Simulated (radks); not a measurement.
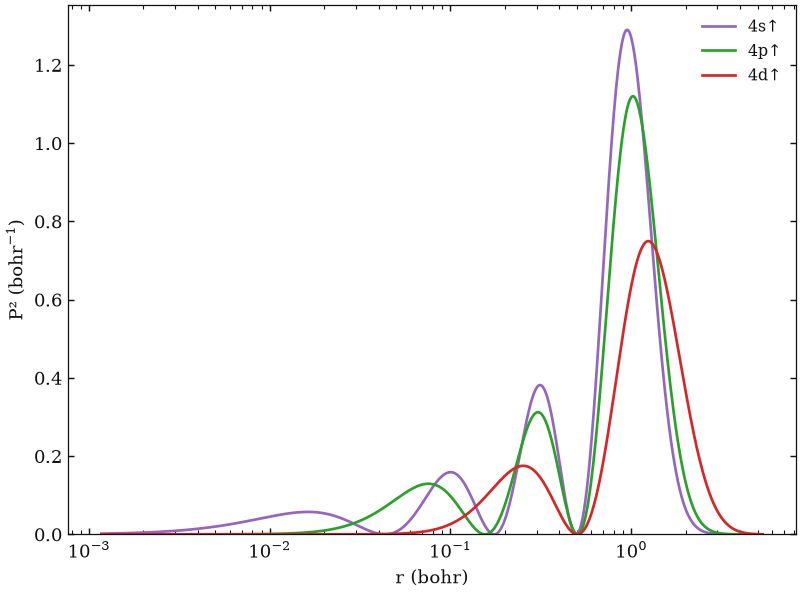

Tc with charge +2.75 in the configuration [Kr] 4d4.25 (4d: 3.5 up, 0.75 down). All numbers are computed, not measured: scalar-relativistic Kohn-Sham, PBE, spin-polarised, spherical densities, point nucleus (the in-house radial solver radks).

```
Z 43
configuration [Kr] 4d3.5 4d0.75
relativity scalar-relativistic
functional pbe,pbe
spin polarised
nucleus point
c 137.035999084
```

The plot shows the radial probability densities P² of 4p up, 4s up and 4d up.

### What does the plot show?

4s up: outer maximum at 0.950 bohr, ⟨r⟩ = 1.06 bohr, 3 nodes, eigenvalue −100.8 eV; 4p up: outer maximum at 1.02 bohr, ⟨r⟩ = 1.16 bohr, 2 nodes, eigenvalue −72.7 eV; 4d up: outer maximum at 1.24 bohr, ⟨r⟩ = 1.53 bohr, 1 node, eigenvalue −32.8 eV.
